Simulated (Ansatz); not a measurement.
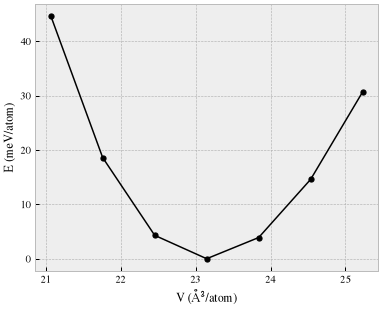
Fig. 1. Ge (diamond, Fd-3m) under volume change, plane-wave PAW PBE+D3(BJ) (Ansatz code), scaled uniformly.

Problem. What does a third-order Birch–Murnaghan fit give for V₀, B₀ and B′?

Solution. V₀ = 23.14 Å³/atom, B₀ = 62.4 GPa, B′ = 5.5.

The cell was relaxed with PBE+D3(BJ) under the symmetry of its start.

Potentials: the later of the program's two PAW sets.
